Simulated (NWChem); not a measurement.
## Energy and gradient calculation, with input and output: Si2H3SClF2 (part 1 of 2)

System: Si2H3SClF2, SMILES F[SiH](F)S[SiH2]Cl.
Method: HF/6-31G, RHF (NWChem 7.3.0).

The geometry comes from this level: PBE0-D4/def2-TZVP.

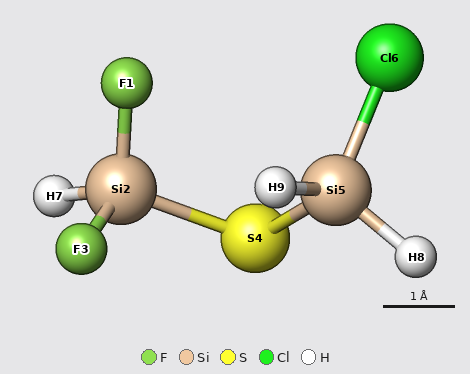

**Figure 1.** The structure as given in the input (ball-and-stick view, seen at a tilt; atoms are numbered from 1 in the order of the input). Bond lengths as drawn: Cl–Si 2.04 Å, F–Si 1.58 Å, H–Si 1.47 to 1.48 Å and S–Si 2.11 to 2.14 Å.

## Summary

| quantity | value |
| --- | --- |
| outcome | converged |
| total energy | −1635.427195 hartree |
| basis functions | 76 |
| largest force | 4.278 eV/Å |
| HOMO | −11.75 eV |
| LUMO | 2.54 eV |
| dipole moment | 1.97 D |
| hardware | 1 thread of AMD EPYC (Zen 3), 128 GiB of memory available, shared host |
| wall time | 41 s |
| peak memory | 0.094 GiB |

## The input
```
echo
start sp
memory 2200 mb

geometry units angstroms noautosym nocenter noautoz
F    -1.896900   -0.650900   -0.058700
Si   -0.612600   -1.369600   -0.645400
F    -0.072800   -2.304500    0.513800
S     0.839100    0.043100   -1.221500
Si    0.796000    1.281800    0.523100
Cl   -0.543300    2.811800    0.322000
H    -0.985000   -2.201400   -1.798200
H     2.148100    1.862600    0.642900
H     0.415900    0.480900    1.705000
end

basis spherical bse
* library 6-31G
end

scf
thresh 1e-08
maxiter 80
end

task scf gradient
```

Launch command:
```bash
nwchem sp.nw > sp.out
```

## Output
```
============================== echo of input deck ==============================
echo
start sp
memory 2200 mb

geometry units angstroms noautosym nocenter noautoz
F    -1.896900   -0.650900   -0.058700
Si   -0.612600   -1.369600   -0.645400
F    -0.072800   -2.304500    0.513800
S     0.839100    0.043100   -1.221500
Si    0.796000    1.281800    0.523100
Cl   -0.543300    2.811800    0.322000
H    -0.985000   -2.201400   -1.798200
H     2.148100    1.862600    0.642900
H     0.415900    0.480900    1.705000
end

basis spherical bse
* library 6-31G
end

scf
thresh 1e-08
maxiter 80
end

task scf gradient
================================================================================

             Northwest Computational Chemistry Package (NWChem) 7.3.0
             --------------------------------------------------------

           Job information
           ---------------

    nwchem branch   = 7.3.0
    use scalapack   = T
    input           = sp.nw
    prefix          = sp.
    data base       = ./sp.db
    status          = startup
    nproc           =        1

           Memory information
           ------------------

    heap     =     72089596 doubles =      550.0 Mbytes
    stack    =     72089601 doubles =      550.0 Mbytes
    global   =    144179200 doubles =     1100.0 Mbytes (distinct from heap & stack)
    total    =    288358397 doubles =     2200.0 Mbytes
    verify   = yes
    hardfail = no

           Directory information
           ---------------------

  0 permanent = .
  0 scratch   = .

                                NWChem Input Module
                                -------------------

 Scaling coordinates for geometry "geometry" by  1.889725989
 (inverse scale =  0.529177249)

                             Geometry "geometry" -> ""
                             -------------------------

 Output coordinates in angstroms (scale by  1.889725989 to convert to a.u.)

  No.       Tag          Charge          X              Y              Z
 ---- ---------------- ---------- -------------- -------------- --------------
    1 F                    9.0000    -1.89690000    -0.65090000    -0.05870000
    2 Si                  14.0000    -0.61260000    -1.36960000    -0.64540000
    3 F                    9.0000    -0.07280000    -2.30450000     0.51380000
    4 S                   16.0000     0.83910000     0.04310000    -1.22150000
    5 Si                  14.0000     0.79600000     1.28180000     0.52310000
    6 Cl                  17.0000    -0.54330000     2.81180000     0.32200000
    7 H                    1.0000    -0.98500000    -2.20140000    -1.79820000
    8 H                    1.0000     2.14810000     1.86260000     0.64290000
    9 H                    1.0000     0.41590000     0.48090000     1.70500000

      Atomic Mass
      -----------

      F                 18.998400
      Si                27.976930
      S                 31.972070
      Cl                34.968850
      H                  1.007825

 Effective nuclear repulsion energy (a.u.)     549.3175091199

            Nuclear Dipole moment (a.u.)
            ----------------------------
        X                 Y               Z
 ---------------- ---------------- ----------------
   -17.7467947040    39.3148043294   -21.0451224444

            XYZ format geometry
            -------------------
     9
 geometry
 F                    -1.89690000    -0.65090000    -0.05870000
 Si                   -0.61260000    -1.36960000    -0.64540000
 F                    -0.07280000    -2.30450000     0.51380000
 S                     0.83910000     0.04310000    -1.22150000
 Si                    0.79600000     1.28180000     0.52310000
 Cl                   -0.54330000     2.81180000     0.32200000
 H                    -0.98500000    -2.20140000    -1.79820000
 H                     2.14810000     1.86260000     0.64290000
 H                     0.41590000     0.48090000     1.70500000

 ==============================================================================
                                internuclear distances
 ------------------------------------------------------------------------------
       center one      |      center two      | atomic units |  angstroms
 ------------------------------------------------------------------------------
    2 Si               |   1 F                |     2.99399  |     1.58435
    3 F                |   2 Si               |     2.99339  |     1.58403
    4 S                |   2 Si               |     3.97968  |     2.10595
    5 Si               |   4 S                |     4.04413  |     2.14006
    6 Cl               |   5 Si               |     3.86127  |     2.04330
    7 H                |   2 Si               |     2.77701  |     1.46953
    8 H                |   5 Si               |     2.79005  |     1.47643
    9 H                |   5 Si               |     2.79194  |     1.47743
 ------------------------------------------------------------------------------
                         number of included internuclear distances:          8
 ==============================================================================

 ==============================================================================
                                 internuclear angles
 ------------------------------------------------------------------------------
        center 1       |       center 2       |       center 3       |  degrees
 ------------------------------------------------------------------------------
    1 F                |   2 Si               |   3 F                |   105.84
    1 F                |   2 Si               |   4 S                |   110.84
    1 F                |   2 Si               |   7 H                |   109.99
    3 F                |   2 Si               |   4 S                |   111.17
    3 F                |   2 Si               |   7 H                |   109.05
    4 S                |   2 Si               |   7 H                |   109.86
    2 Si               |   4 S                |   5 Si               |    98.71
    4 S                |   5 Si               |   6 Cl               |   111.49
    4 S                |   5 Si               |   8 H                |   105.99
    4 S                |   5 Si               |   9 H                |   110.09
    6 Cl               |   5 Si               |   8 H                |   108.28
    6 Cl               |   5 Si               |   9 H                |   108.42
    8 H                |   5 Si               |   9 H                |   112.58
 ------------------------------------------------------------------------------
                            number of included internuclear angles:         13
 ==============================================================================

 Summary of "ao basis" -> "" (spherical)
 ------------------------------------------------------------------------------
       Tag                 Description            Shells   Functions and Types
 ---------------- ------------------------------  ------  ---------------------
 *                           6-31G                    on all atoms

                      Basis "ao basis" -> "ao basis" (spherical)
                      -----
  [basis functions not shown]

 Summary of "ao basis" -> "ao basis" (spherical)
 ------------------------------------------------------------------------------
       Tag                 Description            Shells   Functions and Types
 ---------------- ------------------------------  ------  ---------------------
 F                           6-31G                   5        9   3s2p
 Si                          6-31G                   7       13   4s3p
 S                           6-31G                   7       13   4s3p
 Cl                          6-31G                   7       13   4s3p
 H                           6-31G                   2        2   2s

                                 NWChem SCF Module
                                 -----------------

  ao basis        = "ao basis"
  functions       =    76
  atoms           =     9
  closed shells   =    41
  open shells     =     0
  charge          =   0.00
  wavefunction    = RHF
  input vectors   = atomic
  output vectors  = ./sp.movecs
  use symmetry    = F
  symmetry adapt  = F

 Summary of "ao basis" -> "ao basis" (spherical)
 ------------------------------------------------------------------------------
       Tag                 Description            Shells   Functions and Types
 ---------------- ------------------------------  ------  ---------------------
 F                           6-31G                   5        9   3s2p
 Si                          6-31G                   7       13   4s3p
 S                           6-31G                   7       13   4s3p
 Cl                          6-31G                   7       13   4s3p
 H                           6-31G                   2        2   2s

 Forming initial guess at       0.1s

      Superposition of Atomic Density Guess
      -------------------------------------

 Sum of atomic energies:       -1634.78024001

      Non-variational initial energy
      ------------------------------

 Total energy =   -1636.298605
 1-e energy   =   -3361.363148
 2-e energy   =    1175.747034
 HOMO         =      -0.342933
 LUMO         =       0.066225

 Starting SCF solution at       1.0s

 ----------------------------------------------
         Quadratically convergent ROHF

 Convergence threshold     :          1.000E-08
 Maximum no. of iterations :           80
 Final Fock-matrix accuracy:          1.000E-10
 ----------------------------------------------

              iter       energy          gnorm     gmax       time
             ----- ------------------- --------- --------- --------
                 1    -1635.3290612821  1.13D+00  2.64D-01      2.7
                 2    -1635.4196776061  3.07D-01  6.66D-02      6.1
                 3    -1635.4271486743  1.71D-02  3.44D-03     10.3
                 4    -1635.4271947924  9.20D-05  1.97D-05     17.0
                 5    -1635.4271947936  4.54D-09  1.21D-09     29.7

       Final RHF  results
       ------------------

         Total SCF energy =  -1635.427194793623
      One-electron energy =  -3360.348713343586
      Two-electron energy =   1175.604009430102
 Nuclear repulsion energy =    549.317509119861

        Time for solution =     28.6s

             Final eigenvalues
             -----------------

              1
    1 -104.8260
    2  -91.9645
    3  -68.9560
    4  -68.8860
    5  -26.3276
    6  -26.3241
    7  -10.5706
    8   -8.9933
    9   -8.0391
   10   -8.0348
   11   -8.0347
   12   -6.6747
   13   -6.6725
   14   -6.6697
   15   -6.3157
   16   -6.2543
   17   -4.4217
   18   -4.4211
   19   -4.4199
   20   -4.3597
   21   -4.3583
   22   -4.3576
   23   -1.6513
   24   -1.6266
   25   -1.1346
   26   -1.0410
   27   -0.8249
   28   -0.7607
   29   -0.7309
   30   -0.7294
   31   -0.7150
   32   -0.6867
   33   -0.6673
   34   -0.6156
   35   -0.5785
   36   -0.5535
   37   -0.5266
   38   -0.4903
   39   -0.4655
   40   -0.4582
   41   -0.4317
   42    0.0932
   43    0.1033
   44    0.1354
   45    0.1470
   46    0.1542
   47    0.2080
   48    0.2186
   49    0.2628
   50    0.2819
   51    0.2914

                       ROHF Final Molecular Orbital Analysis
                       -------------------------------------

 Vector   25  Occ=2.000000D+00  E=-1.134579D+00
              MO Center= -3.2D-01,  2.5D+00,  3.1D-01, r^2= 1.2D+00
   Bfn.  Coefficient  Atom+Function         Bfn.  Coefficient  Atom+Function
  ----- ------------  ---------------      ----- ------------  ---------------
    63      0.665177  6 Cl s                 59     -0.346156  6 Cl s
    67      0.344787  6 Cl s                 50      0.190154  5 Si s

 Vector   26  Occ=2.000000D+00  E=-1.041037D+00
              MO Center=  5.4D-01,  6.4D-02, -8.5D-01, r^2= 1.8D+00
   Bfn.  Coefficient  Atom+Function         Bfn.  Coefficient  Atom+Function
  ----- ------------  ---------------      ----- ------------  ---------------
    37      0.583092  4 S  s                 41      0.344858  4 S  s
    33     -0.305961  4 S  s                 15      0.199871  2 Si s
    63     -0.159025  6 Cl s

 Vector   27  Occ=2.000000D+00  E=-8.248682D-01
              MO Center= -6.7D-01, -1.1D+00, -1.2D-01, r^2= 3.5D+00
   Bfn.  Coefficient  Atom+Function         Bfn.  Coefficient  Atom+Function
  ----- ------------  ---------------      ----- ------------  ---------------
    15      0.475691  2 Si s                  3      0.234016  1 F  px
    27     -0.226068  3 F  pz                11     -0.193383  2 Si s
    50     -0.182415  5 Si s                  4     -0.172940  1 F  py
    26      0.161122  3 F  py

 Vector   28  Occ=2.000000D+00  E=-7.607271D-01
              MO Center=  3.0D-01,  5.6D-01,  3.5D-01, r^2= 4.8D+00
   Bfn.  Coefficient  Atom+Function         Bfn.  Coefficient  Atom+Function
  ----- ------------  ---------------      ----- ------------  ---------------
    50      0.458706  5 Si s                 46     -0.204810  5 Si s
    37     -0.173547  4 S  s                 63     -0.168343  6 Cl s
    54      0.151146  5 Si s                 67     -0.150630  6 Cl s

 Vector   29  Occ=2.000000D+00  E=-7.309335D-01
              MO Center= -8.6D-01, -1.2D+00,  2.5D-02, r^2= 3.2D+00
   Bfn.  Coefficient  Atom+Function         Bfn.  Coefficient  Atom+Function
  ----- ------------  ---------------      ----- ------------  ---------------
    26      0.325299  3 F  py                 3      0.265260  1 F  px
     5      0.246990  1 F  pz                30      0.224176  3 F  py
     4      0.185195  1 F  py                 7      0.183186  1 F  px
    27      0.180368  3 F  pz                 9      0.177286  1 F  pz
    18      0.162193  2 Si pz                17      0.157786  2 Si py

 Vector   30  Occ=2.000000D+00  E=-7.294434D-01
              MO Center= -1.0D+00, -1.4D+00,  1.9D-01, r^2= 2.2D+00
   Bfn.  Coefficient  Atom+Function         Bfn.  Coefficient  Atom+Function
  ----- ------------  ---------------      ----- ------------  ---------------
    27      0.376071  3 F  pz                 5     -0.316314  1 F  pz
     3      0.286540  1 F  px                31      0.264049  3 F  pz
     9     -0.224643  1 F  pz                 7      0.203422  1 F  px
    16     -0.182815  2 Si px                17      0.173569  2 Si py
    26     -0.173240  3 F  py
```
